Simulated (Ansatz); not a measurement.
# Run report: C₂H₁₀AlOP, geometry relaxation (part 1 of 2)

System: C₂H₁₀AlOP, SMILES [CH3][Al-]([CH3])([OH])[PH3+].
Method: RKS PBE0-D4/def2-TZVP (Ansatz 0.2.0).

The geometry: PBE-D4/def2-SVP start. Figures and captions count atoms from 1; the log counts them from 0 in places.

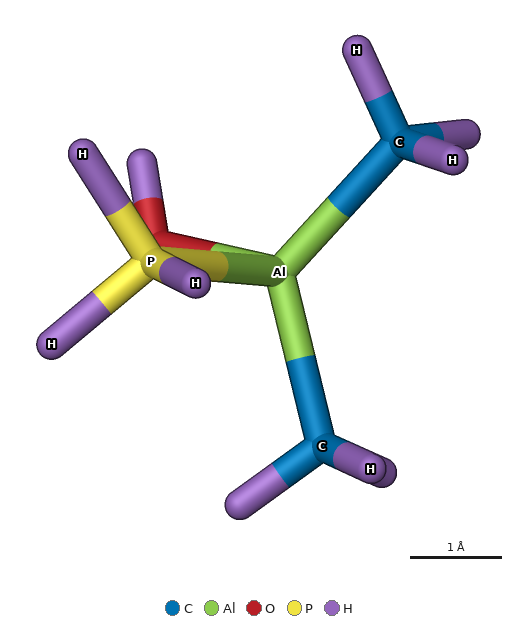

Fig. 1: The structure as given in the input (stick view, seen at a tilt). Sticks mark near contacts. Bond lengths as drawn: Al–C 1.97 to 1.98 Å, Al–O 1.75 Å, Al–P 2.63 Å, C–H 1.11 Å, H–O 0.97 Å and H–P 1.43 Å.

## The input
```yaml
crystal:
  periodic: [false, false, false]
  atoms:
    - {symbol: C, position_ang: [-1.776217, -0.011256, 1.034044]}
    - {symbol: Al, position_ang: [-0.162190, -0.671182, 0.112903]}
    - {symbol: C, position_ang: [1.589361, -0.817287, 1.025121]}
    - {symbol: O, position_ang: [-0.513128, -1.686805, -1.270960]}
    - {symbol: P, position_ang: [0.251663, 1.495888, -1.322275]}
    - {symbol: H, position_ang: [-1.606954, 0.924206, 1.609162]}
    - {symbol: H, position_ang: [-2.134568, -0.770391, 1.763887]}
    - {symbol: H, position_ang: [-2.612542, 0.168313, 0.326042]}
    - {symbol: H, position_ang: [2.443071, -0.964647, 0.329587]}
    - {symbol: H, position_ang: [1.597328, -1.680154, 1.727040]}
    - {symbol: H, position_ang: [1.811391, 0.084390, 1.636173]}
    - {symbol: H, position_ang: [0.161186, -2.289161, -1.622078]}
    - {symbol: H, position_ang: [0.528613, 2.808459, -0.813081]}
    - {symbol: H, position_ang: [1.252467, 1.496407, -2.347671]}
    - {symbol: H, position_ang: [-0.851281, 1.862621, -2.158693]}
basis:
  gaussian: {orbitals: def2-TZVP}
hamiltonian: {xc: pbe0, dispersion: d4}
relax: {f_tol: 0.005, max_steps: 150}
```

Hardware: 4 threads of Arm Neoverse V1, 23 GiB of memory available, shared host.

Launch command:
```bash
ansatz run in.yaml --threads 4 --pin off --events-out ev --progress --plain --max-ram 11315MiB
```

## Output
```
Functional definition: PBE0
  name "PBE0"
  cite "Adamo & Barone, J. Chem. Phys. 110, 6158 (1999) doi:10.1063/1.478522"
  cite "Perdew, Burke & Ernzerhof, Phys. Rev. Lett. 77, 3865 (1996) doi:10.1103/PhysRevLett.77.3865"
  parent pbe
  parameter a = 0.25
  parameter kappa = 0.804
  parameter beta = 0.06672455060314922
  exchange = (1 - a)*pbe_x(kappa = kappa, mu = beta*pi^2/3) + a*exact_x
  correlation = pbe_c(beta = beta)
1512 factors; their error is unknown
mean field evaluation 1: about -20146.6032 eV, gradient 8.8e1 eV
mean field evaluation 2: about -20124.7257 eV, gradient 1.3e2 eV
mean field evaluation 4: about -20162.2213 eV, gradient 7.5e0 eV
mean field evaluation 8: about -20162.3473 eV, gradient 5.1e-2 eV
mean field evaluation 16: about -20162.3626 eV, gradient 1.3e-4 eV
mean field -20162.36255823 eV, -740.9531574747 hartree, gradient 2.8e-5 eV, S^2 0.000000; 0 other end points of the search recorded, 0 dependent functions left out
the calculation of the forces begins
reference -20162.36259866 eV, -740.9531589605 hartree; 29, 29 occupied and 198, 198 virtual orbitals, 1512 factors
relax step   1: F+E_penalty+E_count = -20162.63128078 eV  Δ(F+E_penalty+E_count) = +0.000e0 eV  max|allowed force component| = 6.269e-1 eV/Å  Δτ_max = 0.0000 Å  (28 SCF iters, accepted)
these checks for a lower state are left out or cut short: starts, cluster_reference, orbital_swaps, neighbouring_geometries, increment
1512 factors; their error is unknown
mean field -20162.40994419 eV, -740.9548988765 hartree, gradient 1.6e-5 eV, S^2 0.000000; 0 other end points of the search recorded, 0 dependent functions left out
the calculation of the forces begins
reference -20162.40998430 eV, -740.9549003509 hartree; 29, 29 occupied and 198, 198 virtual orbitals, 1512 factors
relax step   2: F+E_penalty+E_count = -20162.67995195 eV  Δ(F+E_penalty+E_count) = -4.867e-2 eV  max|allowed force component| = 2.587e-1 eV/Å  Δτ_max = 0.0984 Å  (30 SCF iters, accepted)
these checks for a lower state are left out or cut short: starts, cluster_reference, orbital_swaps, neighbouring_geometries, increment
1512 factors; their error is unknown
mean field evaluation 32: about -20162.4154 eV, gradient 1.8e-5 eV
mean field -20162.41538281 eV, -740.9550987422 hartree, gradient 1.8e-5 eV, S^2 0.000000; 0 other end points of the search recorded, 0 dependent functions left out
the calculation of the forces begins
reference -20162.41542274 eV, -740.9551002097 hartree; 29, 29 occupied and 198, 198 virtual orbitals, 1512 factors
relax step   3: F+E_penalty+E_count = -20162.68587894 eV  Δ(F+E_penalty+E_count) = -5.927e-3 eV  max|allowed force component| = 2.286e-1 eV/Å  Δτ_max = 0.0722 Å  (30 SCF iters, accepted)
these checks for a lower state are left out or cut short: starts, cluster_reference, orbital_swaps, neighbouring_geometries, increment
1512 factors; their error is unknown
mean field -20162.41864521 eV, -740.9552186332 hartree, gradient 1.4e-5 eV, S^2 0.000000; 0 other end points of the search recorded, 0 dependent functions left out
the calculation of the forces begins
reference -20162.41868517 eV, -740.9552201016 hartree; 29, 29 occupied and 198, 198 virtual orbitals, 1512 factors
relax step   4: F+E_penalty+E_count = -20162.68947479 eV  Δ(F+E_penalty+E_count) = -3.596e-3 eV  max|allowed force component| = 1.069e-1 eV/Å  Δτ_max = 0.0327 Å  (30 SCF iters, accepted)
these checks for a lower state are left out or cut short: starts, cluster_reference, orbital_swaps, neighbouring_geometries, increment
1512 factors; their error is unknown
mean field -20162.41884729 eV, -740.9552260597 hartree, gradient 1.3e-5 eV, S^2 0.000000; 0 other end points of the search recorded, 0 dependent functions left out
the calculation of the forces begins
reference -20162.41888726 eV, -740.9552275284 hartree; 29, 29 occupied and 198, 198 virtual orbitals, 1512 factors
relax step   5: F+E_penalty+E_count = -20162.68982840 eV  Δ(F+E_penalty+E_count) = -3.536e-4 eV  max|allowed force component| = 7.274e-2 eV/Å  Δτ_max = 0.0126 Å  (30 SCF iters, accepted)
these checks for a lower state are left out or cut short: starts, cluster_reference, orbital_swaps, neighbouring_geometries, increment
1512 factors; their error is unknown
mean field -20162.41928364 eV, -740.9552420953 hartree, gradient 1.3e-5 eV, S^2 0.000000; 0 other end points of the search recorded, 0 dependent functions left out
the calculation of the forces begins
reference -20162.41932363 eV, -740.9552435648 hartree; 29, 29 occupied and 198, 198 virtual orbitals, 1512 factors
relax step   6: F+E_penalty+E_count = -20162.69028098 eV  Δ(F+E_penalty+E_count) = -4.526e-4 eV  max|allowed force component| = 1.834e-2 eV/Å  Δτ_max = 0.0170 Å  (30 SCF iters, accepted)
these checks for a lower state are left out or cut short: starts, cluster_reference, orbital_swaps, neighbouring_geometries, increment
1512 factors; their error is unknown
mean field -20162.41959893 eV, -740.9552536816 hartree, gradient 1.3e-5 eV, S^2 0.000000; 0 other end points of the search recorded, 0 dependent functions left out
the calculation of the forces begins
reference -20162.41963894 eV, -740.9552551521 hartree; 29, 29 occupied and 198, 198 virtual orbitals, 1512 factors
relax step   7: F+E_penalty+E_count = -20162.69045263 eV  Δ(F+E_penalty+E_count) = -1.716e-4 eV  max|allowed force component| = 1.742e-2 eV/Å  Δτ_max = 0.0173 Å  (30 SCF iters, accepted)
these checks for a lower state are left out or cut short: starts, cluster_reference, orbital_swaps, neighbouring_geometries, increment
1512 factors; their error is unknown
mean field evaluation 64: about -20162.4198 eV, gradient 1.1e-4 eV
mean field -20162.41978259 eV, -740.9552604313 hartree, gradient 1.3e-5 eV, S^2 0.000000; 0 other end points of the search recorded, 0 dependent functions left out
the calculation of the forces begins
reference -20162.41982262 eV, -740.9552619023 hartree; 29, 29 occupied and 198, 198 virtual orbitals, 1512 factors
relax step   8: F+E_penalty+E_count = -20162.69051682 eV  Δ(F+E_penalty+E_count) = -6.419e-5 eV  max|allowed force component| = 1.791e-2 eV/Å  Δτ_max = 0.0117 Å  (31 SCF iters, accepted)
these checks for a lower state are left out or cut short: starts, cluster_reference, orbital_swaps, neighbouring_geometries, increment
1512 factors; their error is unknown
mean field -20162.41988821 eV, -740.9552643126 hartree, gradient 1.3e-5 eV, S^2 0.000000; 0 other end points of the search recorded, 0 dependent functions left out
the calculation of the forces begins
reference -20162.41992824 eV, -740.9552657839 hartree; 29, 29 occupied and 198, 198 virtual orbitals, 1512 factors
relax step   9: F+E_penalty+E_count = -20162.69055233 eV  Δ(F+E_penalty+E_count) = -3.551e-5 eV  max|allowed force component| = 9.629e-3 eV/Å  Δτ_max = 0.0142 Å  (30 SCF iters, accepted)
these checks for a lower state are left out or cut short: starts, cluster_reference, orbital_swaps, neighbouring_geometries, increment
1512 factors; their error is unknown
mean field -20162.41987114 eV, -740.9552636852 hartree, gradient 1.3e-5 eV, S^2 0.000000; 0 other end points of the search recorded, 0 dependent functions left out
the calculation of the forces begins
reference -20162.41991117 eV, -740.9552651565 hartree; 29, 29 occupied and 198, 198 virtual orbitals, 1512 factors
relax step  10: F+E_penalty+E_count = -20162.69055591 eV  Δ(F+E_penalty+E_count) = -3.578e-6 eV  max|allowed force component| = 4.342e-3 eV/Å  Δτ_max = 0.0090 Å  (31 SCF iters, accepted)
1512 factors; their error is unknown
mean field evaluation 96: about -20162.4199 eV, gradient 9.1e-4 eV
```

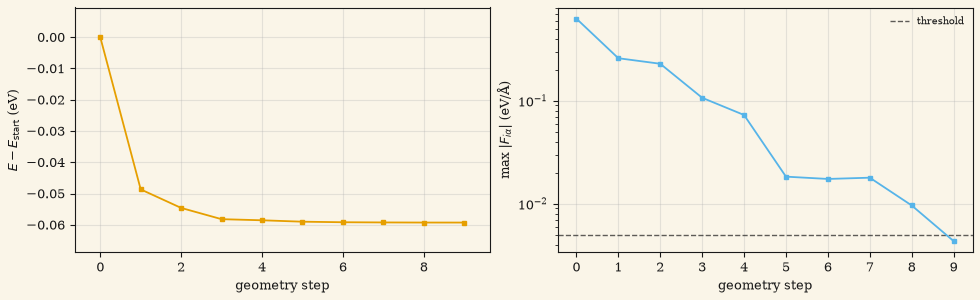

Fig. 2: Progress of the relaxation, step by step (the first geometry is step 0 here and step 1 in the log).

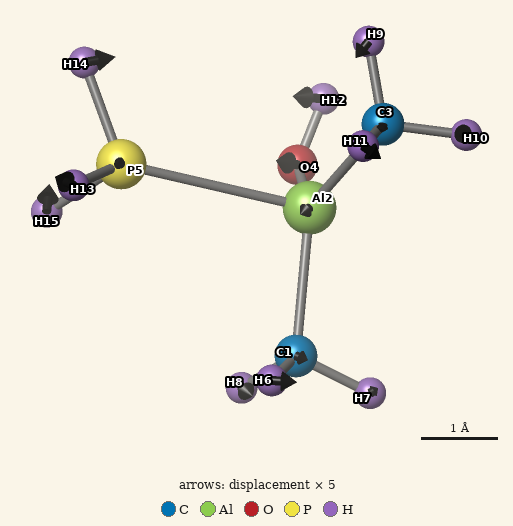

Fig. 3: The starting structure with the displacements as black arrows, magnified 5 times (ball-and-stick view, seen at a tilt). The two geometries are laid on each other by the best rigid fit. Over 9 geometry steps the energy falls by 0.059 eV. Largest force component: 0.63 eV/Å at the start, 0.0043 eV/Å at the end. H12 moves most after the best rigid fit: 0.11 Å. Largest moves by element: H 0.11 Å, O 0.08 Å, Al 0.04 Å, C 0.04 Å, P 0.03 Å. Among the contacts that change: Al2–O4 1.752 → 1.730 Å, P5–H13 1.435 → 1.413 Å, C1–H7 1.112 → 1.096 Å, C1–H6 1.111 → 1.095 Å. Among the angles that change: Al2–P5–H14 120.0° → 117.2°, O4–Al2–P5 94.5° → 91.9°, C1–Al2–P5 96.2° → 98.5°. (Atoms are counted from 1 in the order of the input.)

```
mean field -20162.41987114 eV, -740.9552636852 hartree, gradient 4.7e-5 eV, S^2 0.000000; 1 other end points of the search recorded, 0 dependent functions left out
the calculation of the forces begins
reference -20162.41991117 eV, -740.9552651565 hartree; 29, 29 occupied and 198, 198 virtual orbitals, 1512 factors
Total energy: -20162.69059595 eV, -740.9652126385 hartree
Atom 0 at    -1.773403    -0.023418     1.069031 Å, force    -0.001119    -0.002090     0.003172 eV/Å
Atom 1 at    -0.170278    -0.633798     0.120985 Å, force    -0.002981     0.000766    -0.004037 eV/Å
Atom 2 at     1.565198    -0.814906     1.028021 Å, force     0.000755     0.001357     0.001577 eV/Å
Atom 3 at    -0.482391    -1.607879    -1.274180 Å, force    -0.001900     0.002613     0.000170 eV/Å
Atom 4 at     0.244537     1.492489    -1.346579 Å, force     0.004342     0.000395    -0.002093 eV/Å
Atom 5 at    -1.595066     0.880918     1.660056 Å, force     0.001255     0.000891     0.000163 eV/Å
Atom 6 at    -2.121902    -0.792111     1.767841 Å, force    -0.001202    -0.000215     0.001025 eV/Å
Atom 7 at    -2.602983     0.180714     0.385458 Å, force    -0.001190     0.000566    -0.001205 eV/Å
Atom 8 at     2.404105    -0.923883     0.333131 Å, force     0.000628    -0.000012    -0.001212 eV/Å
Atom 9 at     1.573774    -1.699091     1.675589 Å, force    -0.000884    -0.000104    -0.000926 eV/Å
Atom 10 at     1.781847     0.044436     1.671416 Å, force     0.000635     0.000299     0.000294 eV/Å
Atom 11 at     0.187472    -2.185950    -1.634252 Å, force     0.003061    -0.001766     0.000621 eV/Å
Atom 12 at     0.510736     2.803601    -0.892365 Å, force    -0.000555    -0.000918     0.001668 eV/Å
Atom 13 at     1.271034     1.420523    -2.312204 Å, force    -0.001919     0.000722    -0.000716 eV/Å
Atom 14 at    -0.814479     1.807755    -2.222748 Å, force     0.001073    -0.002504     0.001499 eV/Å
Dipole moment:     0.352725     0.534402    -0.347051 e Å
```

## Trajectory as extended XYZ (Å, eV, eV/Å), 10 frames, from step=1 to step=10
```
15
Properties=species:S:1:pos:R:3:forces:R:3 step=1 energy=-20162.63128
C    -1.7762   -0.0113    1.0340   -0.3065   0.0537   0.2208
Al   -0.1622   -0.6712    0.1129   -0.0701  -0.1604  -0.2527
C     1.5894   -0.8173    1.0251    0.2953  -0.0813   0.1970
O    -0.5131   -1.6868   -1.2710    0.6269  -0.1401   0.1487
P     0.2517    1.4959   -1.3223    0.0381   0.5204  -0.4873
H    -1.6070    0.9242    1.6092   -0.0725  -0.4314  -0.2757
H    -2.1346   -0.7704    1.7639    0.1422   0.3615  -0.3307
H    -2.6125    0.1683    0.3260    0.3888  -0.0771   0.3334
H     2.4431   -0.9646    0.3296   -0.4066   0.0731   0.3161
H     1.5973   -1.6802    1.7270    0.0075   0.3963  -0.3224
H     1.8114    0.0844    1.6362   -0.1064  -0.4150  -0.2889
H     0.1612   -2.2892   -1.6221   -0.4873   0.4744   0.2790
H     0.5286    2.8085   -0.8131   -0.0886  -0.4325  -0.1235
H     1.2525    1.4964   -2.3477   -0.2952  -0.0191   0.3208
H    -0.8513    1.8626   -2.1587    0.3342  -0.1226   0.2655
```
